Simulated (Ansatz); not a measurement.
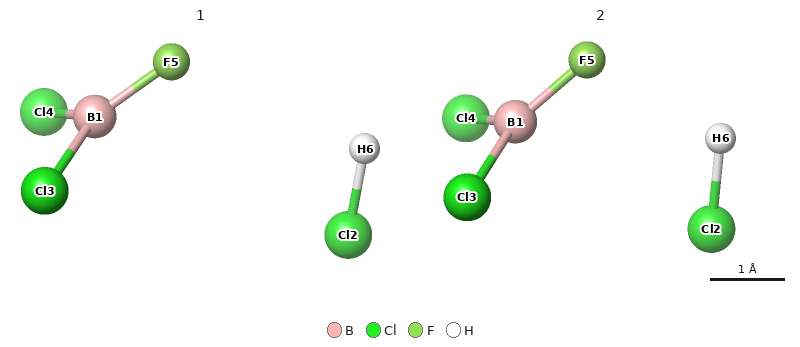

Two geometries of BHCl3F, drawn at one scale. One is the start of a relaxation, the other its converged end. A ball-and-stick model, seen from a free direction.

Method: RHF/6-31G* (Ansatz 0.2.0). Set-up: no spin polarisation; force threshold 0.03 eV/Å; at most 50 steps.

### Which one is relaxed?

Structure 1 is the relaxed one. The run prepares an end point of a later path (reaction) calculation, from a guessed geometry. The atom that moves furthest after the best rigid fit is H6 (0.61 Å). By element the largest moves are H 0.61 Å, Cl 0.51 Å, B 0.29 Å, F 0.21 Å. Near-neighbour distances that change, for instance: Cl2–H6 1.317 → 1.267 Å, B1–F5 1.315 → 1.303 Å. The energy falls by 0.189 eV in 8 accepted moves (10 points after the start). Largest force component: 1.6 eV/Å at the start, 0.0038 eV/Å at the end. The line search rejected the trial steps at points 5, 8 of the run.
